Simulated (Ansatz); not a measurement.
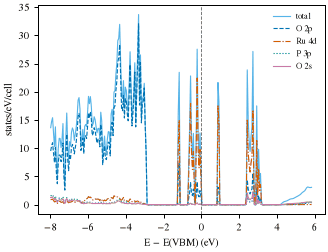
Figure. Total and projected density of states of P₃RuO₉ in space group P-1 (No. 2; Pearson symbol aP26), plane-wave PAW r²SCAN (Ansatz code)

Which orbitals carry the states next to the gap?

Top 1 eV of the valence band: Ru 4d 79 %, O 2p 17 %. Bottom 1 eV of the conduction band: Ru 4d 81 %, O 2p 15 %. Projections are on Löwdin-orthogonalised atomic valence shells; empty p or d shells of many metals are not among them.

Where is the tallest occupied peak in this window, and what makes it?

Near -3.3 eV, about 34 states/eV per cell; the largest projected share is O 2p.

The workflow started from a Materials Project entry (that database holds measured and hypothetical structures alike); the Crystallography Open Database copy checked does not list it. Entries of such low symmetry are often ordered models of mixed-site phases. Whether it is the stable phase at ambient conditions was not checked. The cell was relaxed with r²SCAN under the symmetry of its start, as lowered by the spin order; its stability against distortions is not shown here. Spin order of the final state: antiferromagnetic, chosen from 3 collinear starts compared on coarse meshes (ties went to the first, and starts can fall back to one state), not a proven ground state. Other orbital occupations within this spin state were not tried. No Hubbard U is applied. Spin–orbit coupling is left out wherever it is not named.

Potentials: the later of the program's two PAW sets.
